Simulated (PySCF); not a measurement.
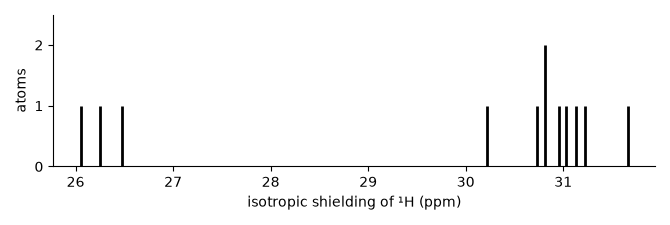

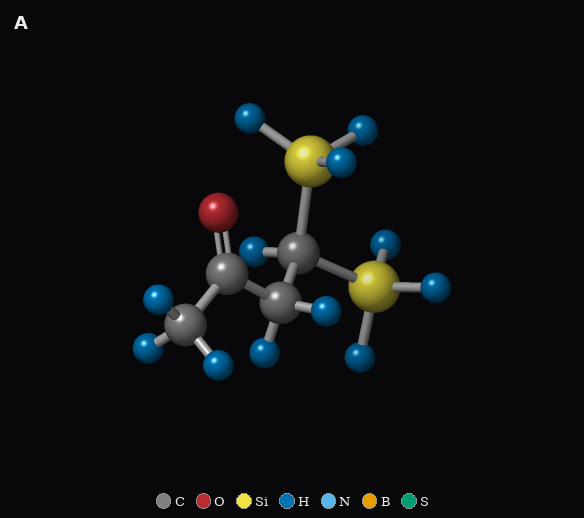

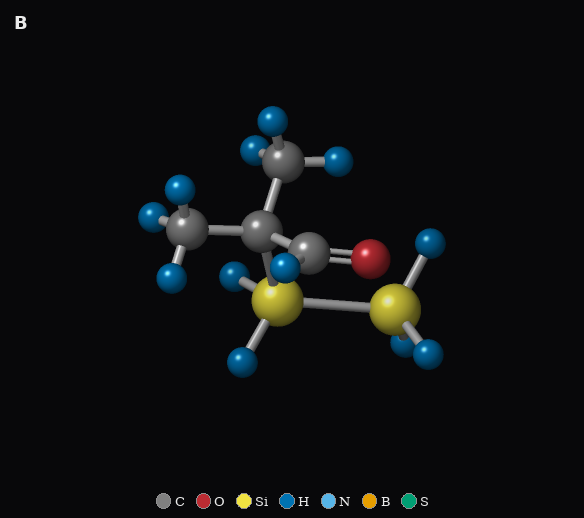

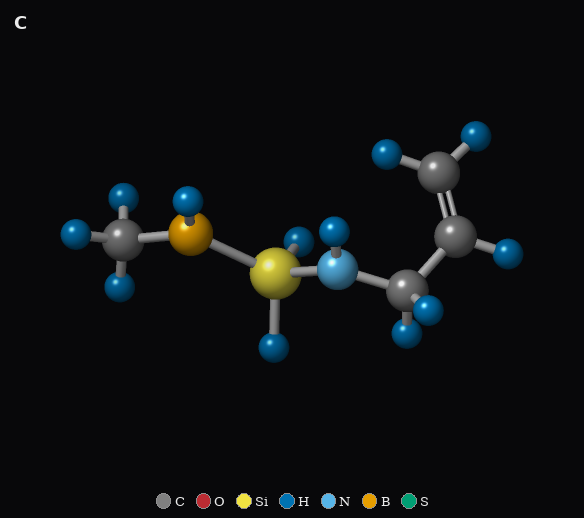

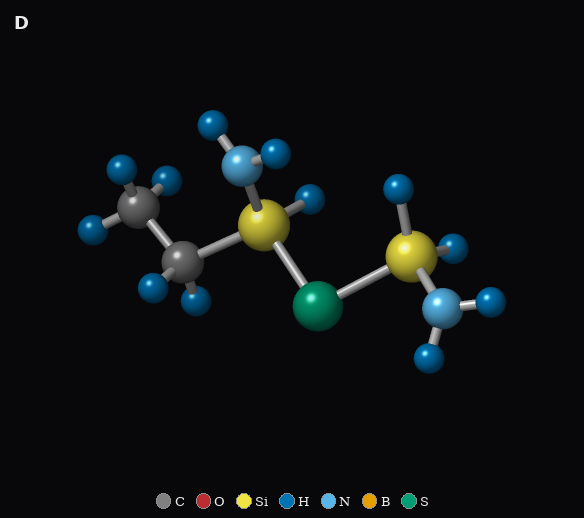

The sticks are computed shieldings of one of the molecules, for one fixed geometry (GFN2-xTB) without averaging over rotations. Low shielding means a high chemical shift. Method: GIAO PBE0/pcSseg-1 NMR shielding, non-relativistic, gas phase (PySCF 2.14.0).

> Match the spectrum to a structure.

D, `CC[Si@@H](N)S[SiH2]N`. Its 12 H atoms give lines at 26.05, 26.25, 26.48, 30.22, 30.73, 30.81 (2 atoms), 30.96, 31.03, 31.13, 31.23, 31.66 ppm.

The geometry is semi-empirical. Around B, Si such bond lengths and angles can be off by a tenth of an ångström or more and by several degrees, and values that hang on the shape move with them.
